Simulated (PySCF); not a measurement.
## Electronic structure of H$_{3}$O$_{2}$P in real space

```xyz
6

O    -0.4447    1.2134   -0.8465
P    -0.4004   -0.0016   -0.0425
O     1.0976   -0.3853    0.3603
H    -1.0505    0.0463    1.1791
H    -0.8676   -1.1562   -0.6476
H     1.6687    0.2853   -0.0244
```

Geometry: GFN2-xTB.

Theory: wB97X-D/def2-SVPD, SCF density, gas phase (PySCF).

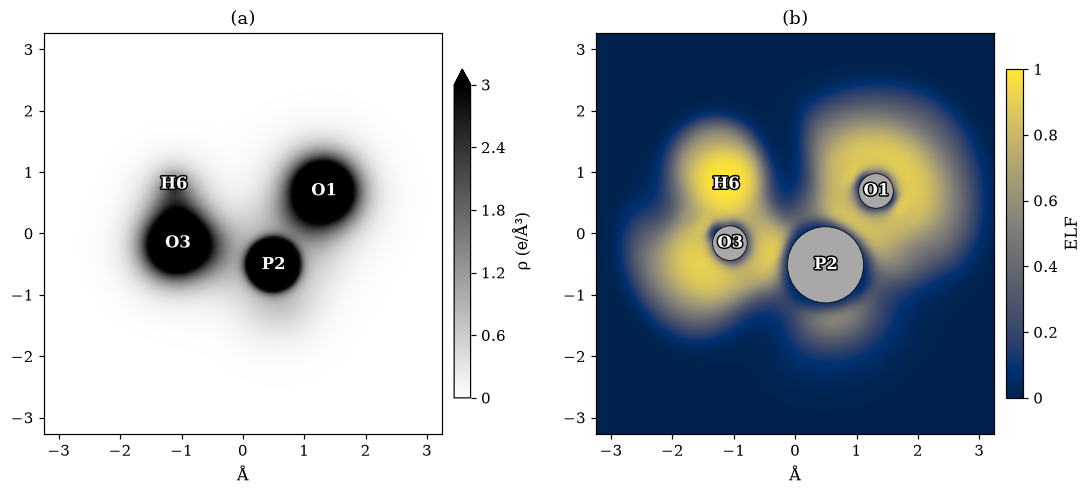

Figure 1. (a) electron density; (b) ELF on the plane of atoms P2, O3 and H6. Grey discs cover the atomic cores in the ELF map.

### Read the bonding off the picture.

Atoms in the plane: O, P and H. P–O (1.46 Å): ρ at the midpoint is about 1.9 e/Å³; the ELF peaks at about 0.85 between the atoms, as expected for a polar covalent bond. O–H (0.96 Å): the density is about 3.7 e/Å³ at the midpoint; the ELF climbs to about 1 towards the hydrogen, as it does in any bond to H; a covalent bond by its length. P–O (1.60 Å): the density is about 1.5 e/Å³ at the midpoint; the ELF peaks at about 0.90 between the atoms; a polar covalent bond. The ELF also peaks beside O3 and O1, away from the bonds: lone-pair regions.

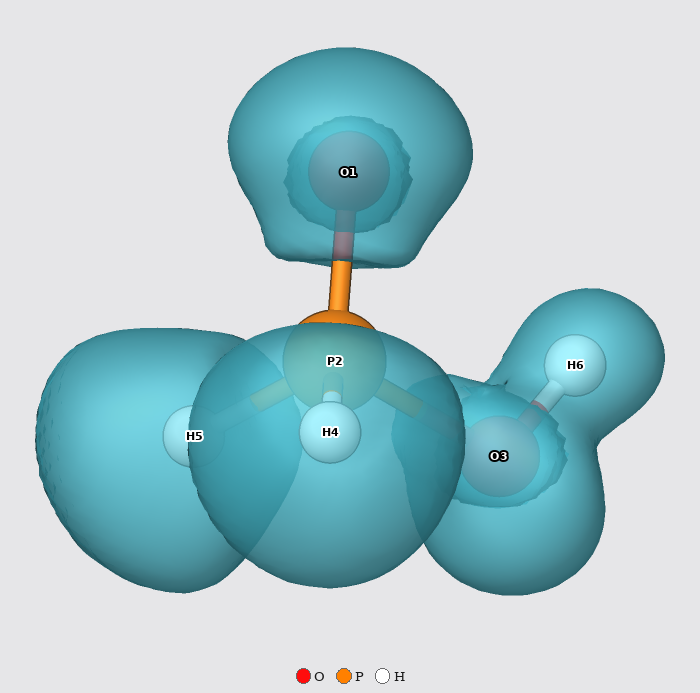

Figure 2. Isosurface of the ELF at 0.75 (cyan), seen at a tilt. Core shells and regions of very low density are left out.

### Describe the localisation domains.

The surface consists of two regions around hydrogen nuclei, one region on O in which the atom's valence shell and bonds are merged and one joined region spread over several atoms (H, O), in which their bonds and any lone pairs are merged.

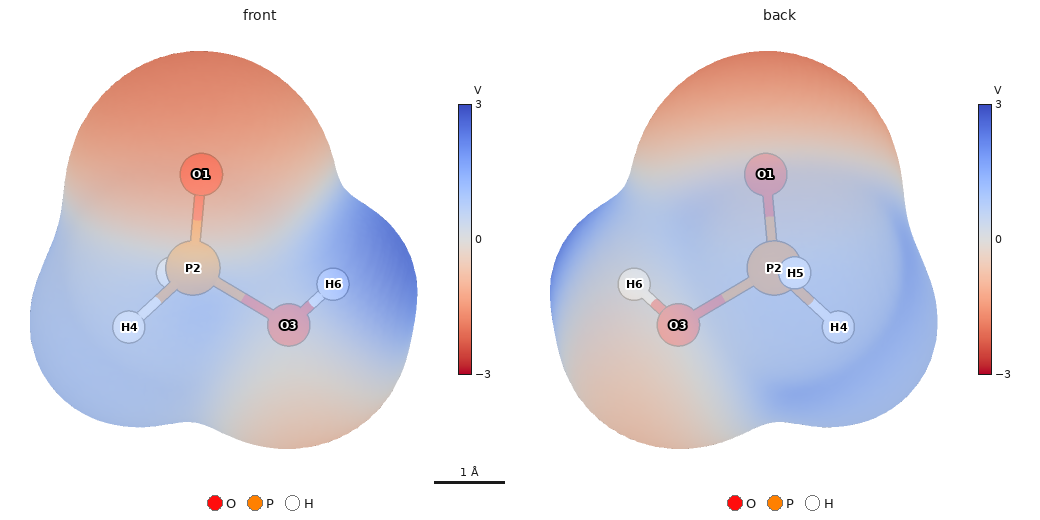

Figure 3. The molecular electrostatic potential painted on the density surface at 0.001 e/bohr³, seen from the front and from behind; the colour scale runs from red (negative) to blue (positive).

### Where is the surface potential most negative and most positive?

The most negative region (about −1.8 V) lies over O1, the most positive (about +2.3 V) over H6. O1 is the likeliest acceptor of a hydrogen bond.
